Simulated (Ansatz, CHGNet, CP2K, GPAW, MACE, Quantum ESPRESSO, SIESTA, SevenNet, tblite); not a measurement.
# Which run comes nearest? Random packing of 40Si3N4-60SiO2 (mol %) (92 atoms)

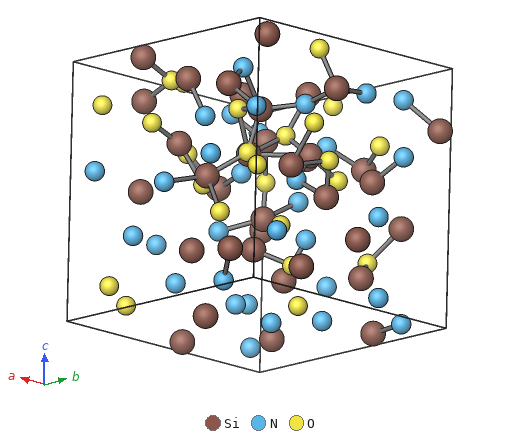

The cell (silicon brown, nitrogen blue, oxygen yellow). Bonds to atoms that aren't drawn are left out.

Density of this cell: 2.56 g/cm³. The cell holds 92 atoms: 36 Si, 32 N and 24 O. Its edges and angles: a = 10.618 Å, b = 10.618 Å, c = 10.618 Å, α = 90.0°, β = 90.0°, γ = 90.0°. 92 atoms (36 Si, 32 N, 24 O) packed at random in a cube at 2.56 g/cm³ and pushed apart as soft spheres, cations and anions kept from their own kind; a start for melting by ab initio MD, not an equilibrated structure. Then every atom was moved at random, 0.05 Å r.m.s. a Cartesian component.

Geometry: as built.

The reference, a calculation:

| Property | Result |
| --- | --- |
| method | Kohn-Sham DFT, PBE, SSSP efficiency 1.3.0 pseudopotentials, plane waves (Quantum ESPRESSO 7.5); sssp-pbe-1.3.0-efficiency, cutoffs 60/480 Ry, Γ point |
| r.m.s. force component | 1.612 eV/Å |
| longest force | 5.323 eV/Å |
| pressure | -13.73 GPa |
| time | 9.7 min on 4 MPI ranks of Arm Neoverse V1, shared host |
| CPU time | 39 min |

**Question.** The same geometry is run in other programs. How far does each lie from the reference, and what does it cost?
- SIESTA PBE, SZ, shift 0.01 Ry, mesh 500 Ry (SIESTA 5.4.2; 1 thread)
- SIESTA PBE, DZP, shift 0.01 Ry, mesh 500 Ry (SIESTA 5.4.2; 2 MPI ranks)
- SevenNet l3i5 potential (SevenNet l3i5; 1 thread)
- CP2K PBE, DZVP-MOLOPT-SR, 600/50 Ry, diagonalisation (CP2K 2026.2; 4 MPI ranks)
- CHGNet r2SCAN potential (CHGNet r2SCAN; 1 thread)
- QE PBE, gbrv-1.5, 40/200 Ry (Quantum ESPRESSO 7.5; 2 MPI ranks)
- MACE MPA-0 medium potential (MACE MPA-0 medium; 1 thread)
- tblite GFN1-xTB (tblite 0.8.0; 1 thread)
- GPAW PBE, LCAO sz(dzp), h 0.18 Å (GPAW 26.7.0; 1 thread)
- CP2K PBE, SZV-MOLOPT-SR, 600/50 Ry, diagonalisation (CP2K 2026.2; 2 threads)

Differences are against the plane-wave reference, forces as r.m.s. over components; share is that over the reference's r.m.s. force, slope the least-squares factor from reference forces to these. Total energies of different programs have different zeros and aren't compared.

```tsv
run	Δ force, r.m.s. (meV/Å)	share (%)	slope	Δ pressure (GPa)	cores	CPU time	memory (GiB)
reference	-	-	-	-	4	39 min	4.3
SIESTA PBE, SZ, shift 0.01 Ry, mesh 500 Ry (coarse)	1574	97.6	0.725	19.9	1	4.7 min	0.94
SIESTA PBE, DZP, shift 0.01 Ry, mesh 500 Ry	222	13.8	0.960	1.53	2	16 min	2.3
SevenNet l3i5 potential	549	34.0	0.961	-0.813	1	14 s	1.6
CP2K PBE, DZVP-MOLOPT-SR, 600/50 Ry, diagonalisation	61.5	3.82	0.997	0.710	4	13 min	4.4
CHGNet r2SCAN potential	814	50.5	1.075	-5.26	1	4.7 s	1.4
QE PBE, gbrv-1.5, 40/200 Ry	15.2	0.941	1.003	0.159	2	18 min	1.4
MACE MPA-0 medium potential	466	28.9	0.964	0.260	1	9 s	1.1
tblite GFN1-xTB	637	39.5	1.054	-4.14	1	6.2 s	0.13
GPAW PBE, LCAO sz(dzp), h 0.18 Å (coarse)	1489	92.3	0.720	-	1	2.7 min	1.3
CP2K PBE, SZV-MOLOPT-SR, 600/50 Ry, diagonalisation (coarse)	1350	83.7	0.782	24.6	2	8.2 min	3.4
```

Rows marked coarse were listed beforehand as settings not expected to be converged; some can still land near the reference.

Times of the machine-learned potentials are mostly Python's start and the loading of weights.

CPU time is summed over cores on a shared host, where runs went side by side, so it is rough. Symmetry, cutoffs, thresholds, outputs and thread counts weren't matched or tuned between programs; memory under MPI is the largest rank's times the ranks.

PBE on plane waves or a grid with other potentials, cutoffs or grids, coarse settings apart, differs from the reference by 0.94 % (QE PBE, gbrv-1.5, 40/200 Ry) of the r.m.s. force; this holds the reference's own error, so differences of a few per cent don't tell which side is nearer the exact PBE result. The PBE runs in local orbitals, coarse settings apart, differ by 3.8 % (CP2K PBE, DZVP-MOLOPT-SR, 600/50 Ry, diagonalisation) to 14 % (SIESTA PBE, DZP, shift 0.01 Ry, mesh 500 Ry); basis, grid and potentials can all enter. Tight binding differs by 40 % (tblite GFN1-xTB); it is another model, with fitted parameters of its own, and the xTB methods hold dispersion. Machine-learned potentials differ by 29 % (MACE MPA-0 medium potential) to 50 % (CHGNet r2SCAN potential); they were trained on other programs' data, some at another functional. Periodic xTB results under one method name differ between programs and library versions. Machine-learned potentials mimic data converged in k, so the reference's own k-point error enters their differences. The electronic-structure runs sample only Γ, in a cell whose shortest periodic width is 11 Å, which is coarse for a cell with partly filled levels.

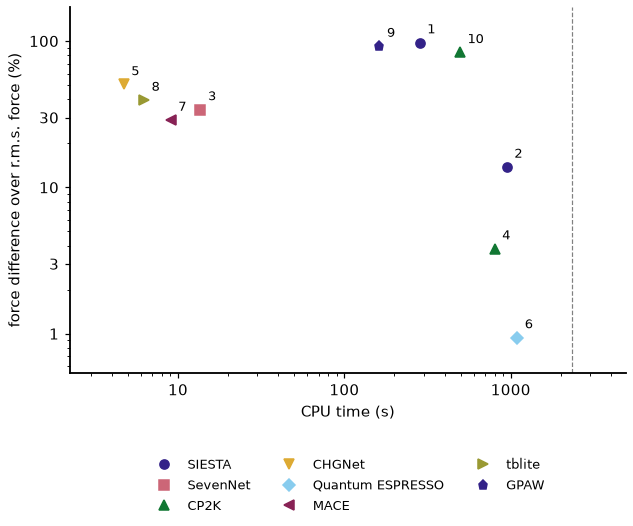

Force difference against CPU time; the dashed line marks the reference's time. Points: 1 SIESTA PBE, SZ, shift 0.01 Ry, mesh 500 Ry; 2 SIESTA PBE, DZP, shift 0.01 Ry, mesh 500 Ry; 3 SevenNet l3i5 potential; 4 CP2K PBE, DZVP-MOLOPT-SR, 600/50 Ry, diagonalisation; 5 CHGNet r2SCAN potential; 6 QE PBE, gbrv-1.5, 40/200 Ry; 7 MACE MPA-0 medium potential; 8 tblite GFN1-xTB; 9 GPAW PBE, LCAO sz(dzp), h 0.18 Å; 10 CP2K PBE, SZV-MOLOPT-SR, 600/50 Ry, diagonalisation.

[Logs are printed without paths, hosts, clocks, repeated set-up lines and the standing remarks that a program may print on its own settings, such as how far it seeks lower states.]

[Hosts, paths, dates, database ids (printed as entryN), source tags and the programs' standing remarks are cut or masked in the printed files.]
